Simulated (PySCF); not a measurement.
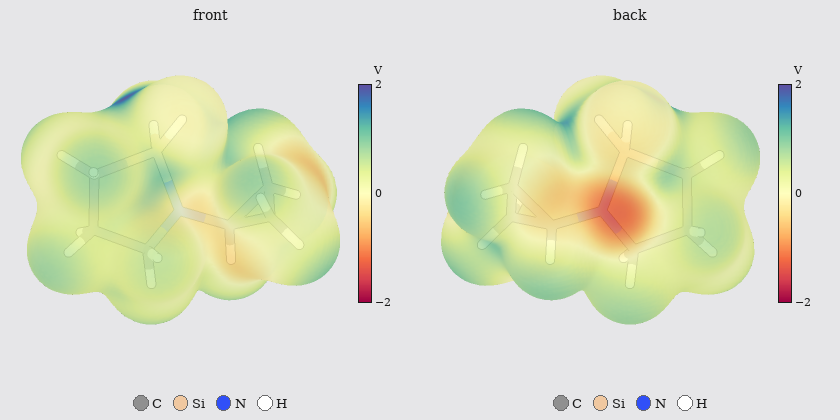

Figure 1: C6H13NSi (SMILES C1C[SiH2]N(C2CC2)C1). The electrostatic potential painted on the density surface at 0.004 e/bohr³, seen from the front and from behind; the colour scale runs from red (negative) to blue (positive).

Geometry: GFN2-xTB.

These are results of PBE0/pcSseg-1, SCF density, gas phase, non-relativistic (PySCF), not measurements.

Input file:

```
{"job": {"kind": "nmr", "xc": "PBE0", "basis": "pcSseg-1"}, "charge": 0, "multiplicity": 1}
C     -2.054075    -1.154795    -0.010567
C     -2.400869     0.313940     0.221023
Si    -0.837513     1.233581    -0.339890
N      0.119146    -0.191022    -0.286248
C      1.529644    -0.292735    -0.356715
C      2.369104     0.911129    -0.631134
C      2.405830     0.276422     0.728698
C     -0.570009    -1.331821     0.291487
H     -2.226018    -1.400823    -1.059822
H     -2.658671    -1.826538     0.601911
H     -2.592675     0.490918     1.279096
H     -3.303169     0.593530    -0.316553
H     -0.875378     1.766103    -1.705987
H     -0.491554     2.307588     0.606517
H      1.856369    -1.231905    -0.799672
H      3.227147     0.797410    -1.276207
H      1.870489     1.861695    -0.730379
H      3.291174    -0.265111     1.025699
H      1.915097     0.800869     1.533947
H     -0.182996    -2.256352    -0.152067
H     -0.399989    -1.385140     1.376392
```

Run with:

```sh
OMP_NUM_THREADS=1 python probes_run.py task.json out
```

Q: Where is the surface potential most negative and most positive?

A: The most negative region (about −1.2 V) lies over N4, the most positive (about +1.5 V) over Si3. N4 is the likeliest acceptor of a hydrogen bond.

Q: What dipole moment does the calculation give?

A: Its dipole moment is 0.73 D.
